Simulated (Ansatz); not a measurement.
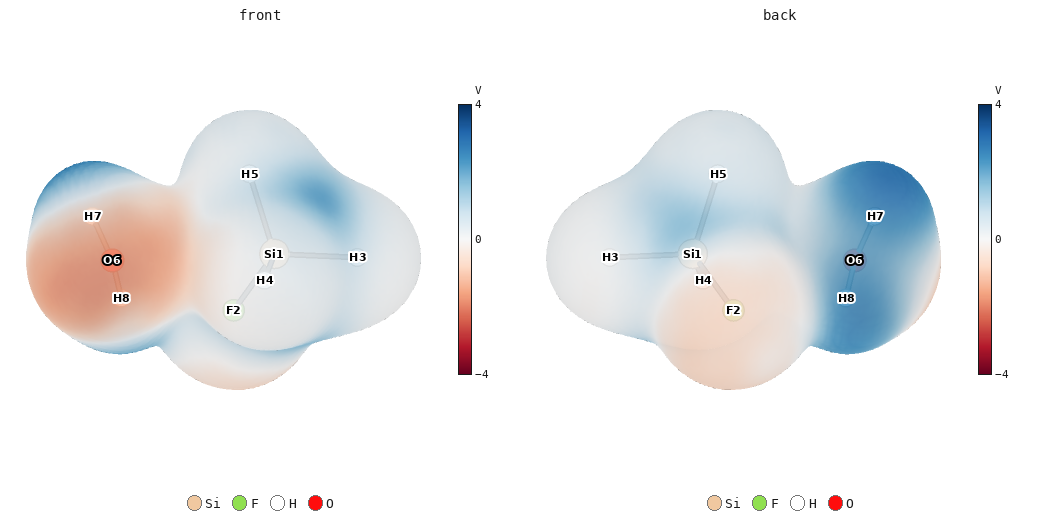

Figure 1: FH3Si···H2O. The molecular electrostatic potential painted on the density surface at 0.004 e/bohr³, seen from the front and from behind; red is negative and blue positive.

Not at a stationary point (largest force 0.9 eV/Å).

These are results of Ansatz, RKS BLYP/6-31G*, not measurements.

Input

```
crystal:
  periodic: [false, false, false]
  atoms:
    - { symbol: Si, position_ang: [0.0, 0.0, 0.0] }
    - { symbol: F, position_ang: [0.0, 0.0, 1.94] }
    - { symbol: H, position_ang: [1.3768, 0.0, -0.4862] }
    - { symbol: H, position_ang: [-0.6877, 1.1914, -0.4862] }
    - { symbol: H, position_ang: [-0.6877, -1.1914, -0.4862] }
    - { symbol: O, position_ang: [-1.879, 0.0, 0.6243] }
    - { symbol: H, position_ang: [-2.4241, -0.6297, 0.053] }
    - { symbol: H, position_ang: [-1.1493, 0.0, 1.6846] }
basis:
  gaussian: { orbitals: "6-31G*" }
hamiltonian:
  xc: blyp
relax:
  f_tol: 0.15
  max_steps: 25
  restrain:
    - { distance: [0, 5], at: 2.88, k: 30.0 }
    - { distance: [7, 1], at: 2.12, k: 30.0 }
    - { distance: [0, 1], at: 1.59, k: 30.0 }
    - { distance: [7, 5], at: 1.01, k: 30.0 }
output:
  orbitals: {}
```

Run with:

```sh
ansatz run input.yaml --threads 1 --pin off --max-ram 2048MiB --backend cpu --events-out ev --progress --plain --runs-dir out
```

The fields are those of the run's last geometry, not of the input's.

> Describe the electrostatic potential map.

The most negative region (about −1.8 V) lies over O6, the most positive (about +3.0 V) over H7. O6 is the likeliest acceptor of a hydrogen bond.
